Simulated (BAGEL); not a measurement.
# HS− (hydrosulfide) at PBE0/aug-cc-pVTZ (density fitting with qzvpp-jkfit)

What is the energy change on altering one bond length of HS− (hydrosulfide) at PBE0/aug-cc-pVTZ (density fitting with qzvpp-jkfit)? 

The results are computed with BAGEL 1.2.2.

1 further run of the same task is left out (set aside as unsound or not needed). Runs told in other sessions of the task aren't counted.

## (1) The molecule

HS− has 2 atoms, charge -1, and is taken as a singlet. SMILES: `[SH-]`. The coordinates come from a PBE0-D4/def2-TZVPD relaxation.

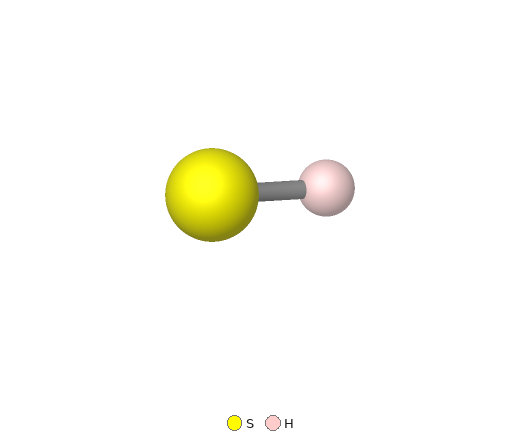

Viewed from a chosen angle; sulfur yellow, hydrogen pink.

## (2) A single-point energy at PBE0/aug-cc-pVTZ (density fitting with qzvpp-jkfit)

The input, input.json:

```json
{ "bagel": [

{
  "title": "molecule",
  "basis": "aug-cc-pvtz.json",
  "df_basis": "qzvpp-jkfit",
  "angstrom": true,
  "geometry": [
    { "atom": "S", "xyz": [       0.574700,      -0.187900,       0.295500 ] },
    { "atom": "H", "xyz": [      -0.574700,       0.187900,      -0.295500 ] }
  ]
},

{
  "title": "ks",
  "xc_func": "pbe0",
  "charge": -1
},

{
  "title": "print",
  "file": "orbitals.molden",
  "orbitals": true
}

]}
```

The basis set aug-cc-pVTZ is read from a file made from the Basis Set Exchange's data (not shown).

Launch:

```
BAGEL_NUM_THREADS=1 BAGEL input.json > input.out
```

Log:

```text
* using 1 threads per process

  ===============================================================
  ===============================================================

  *** Geometry ***

  { "atom" : "S", "xyz" : [      1.086026,     -0.355080,      0.558414 ] },
  { "atom" : "H", "xyz" : [     -1.086026,      0.355080,     -0.558414 ] },

  Number of auxiliary basis functions:      146

  Since a DF basis is specified, we compute 2- and 3-index integrals:
    o Being stored without compression. Storage requirement is 0.006 GB

  Number of basis functions:       73
  Number of electrons      :       17

    * METHOD: MOLECULE                             0.02

  *** Kohn-Sham DFT ***

    * Removing 1433 points whose weight is below 1.00e-10
    * Grid points: 28379

  === Nuclear Repulsion ===
     6.2905225436

       - DIIS with orbital gradients will be used.

  === KS iteration (pbe0 / aug-cc-pvtz.json) ===
      0       -381.78335694          0.07587217           0.05
      1       -390.26668614          0.17224716           0.04
      2       -394.57578772          0.08491880           0.04
      3       -397.85147699          0.05563507           0.04
      4       -398.66715112          0.01045027           0.04
      5       -398.69444708          0.00652276           0.03
      6       -398.70141600          0.00127439           0.03
      7       -398.70173672          0.00047481           0.03
      8       -398.70179535          0.00000837           0.04
      9       -398.70179536          0.00000141           0.03
     10       -398.70179536          0.00000026           0.04
     11       -398.70179536          0.00000010           0.04
     12       -398.70179536          0.00000002           0.04
     13       -398.70179536          0.00000000           0.04
    * SCF iteration converged.

    * Permanent dipole moment:
           (    0.191555,    -0.062640,     0.098494) a.u.

    * METHOD: KS                                   0.61

    * METHOD: PRINT                                0.01

  ===============================================================
```

It took 0.78 s on 1 thread of Intel Xeon 6975P-C (Granite Rapids), shared host.

## (3) The distorted shape, same level

The input, input.json:

```json
{ "bagel": [

{
  "title": "molecule",
  "basis": "aug-cc-pvtz.json",
  "df_basis": "qzvpp-jkfit",
  "angstrom": "true",
  "geometry": [
    { "atom": "S", "xyz": [       0.919557,      -0.300652,       0.472819 ] },
    { "atom": "H", "xyz": [      -0.574700,       0.187900,      -0.295500 ] }
  ]
},

{ "title": "ks", "xc_func": "pbe0", "charge": -1 },

{ "title": "print", "file": "orbitals.molden", "orbitals": "true" }

]}
```

The basis set aug-cc-pVTZ is read from a file made from the Basis Set Exchange's data (not shown).

Launch:

```
BAGEL_NUM_THREADS=1 BAGEL input.json > input.out
```

Log:

```text
* using 1 threads per process

  ===============================================================
  ===============================================================

  *** Geometry ***

  { "atom" : "S", "xyz" : [      1.737711,     -0.568150,      0.893498 ] },
  { "atom" : "H", "xyz" : [     -1.086026,      0.355080,     -0.558414 ] },

  Number of auxiliary basis functions:      146

  Since a DF basis is specified, we compute 2- and 3-index integrals:
    o Being stored without compression. Storage requirement is 0.006 GB

  Number of basis functions:       73
  Number of electrons      :       17

    * METHOD: MOLECULE                             0.02

  *** Kohn-Sham DFT ***

    * Removing 1145 points whose weight is below 1.00e-10
    * Grid points: 28667

  === Nuclear Repulsion ===
     4.8387437828

       - DIIS with orbital gradients will be used.

  === KS iteration (pbe0 / aug-cc-pvtz.json) ===
      0       -382.12792811          0.06374178           0.07
      1       -390.49097352          0.15443195           0.04
      2       -394.18951435          0.07427428           0.03
      3       -396.21146346          0.06405347           0.04
      4       -398.59612241          0.01561627           0.04
      5       -398.64441137          0.00751972           0.04
      6       -398.64803894          0.00770029           0.04
      7       -398.65275165          0.00593542           0.04
      8       -398.66127488          0.00138607           0.04
      9       -398.66178050          0.00015490           0.04
     10       -398.66178736          0.00002112           0.04
     11       -398.66178748          0.00000176           0.04
     12       -398.66178748          0.00000028           0.04
     13       -398.66178748          0.00000005           0.04
     14       -398.66178748          0.00000002           0.04
     15       -398.66178748          0.00000000           0.04
    * SCF iteration converged.

    * Permanent dipole moment:
           (   -0.022956,     0.007512,    -0.011814) a.u.

    * METHOD: KS                                   0.71

    * METHOD: PRINT                                0.01

  ===============================================================
```

It took 0.88 s on 1 thread of Intel Xeon 6975P-C (Granite Rapids), shared host.

## (4) Summary of results

At PBE0/aug-cc-pVTZ (density fitting with qzvpp-jkfit):

| quantity | value |
| --- | --- |
| first shape: total energy | -398.70180 Eh |
| first shape: HOMO energy | -0.09 eV |
| first shape: LUMO energy | 3.43 eV |
| first shape: HOMO–LUMO gap (to an unbound level, set by the basis) | 3.52 eV |
| distorted shape: total energy | -398.66179 Eh |
| distorted shape: HOMO energy | -0.24 eV |
| distorted shape: LUMO energy | 3.27 eV |
| distorted shape: HOMO–LUMO gap (to an unbound level, set by the basis) | 3.50 eV |
| energy change with the S1–H2 bond stretched from 1.346 to 1.750 Å | 1.089 eV |

In words: With the S1–H2 bond stretched from 1.346 to 1.750 Å the energy rises by 1.09 eV (105 kJ/mol).
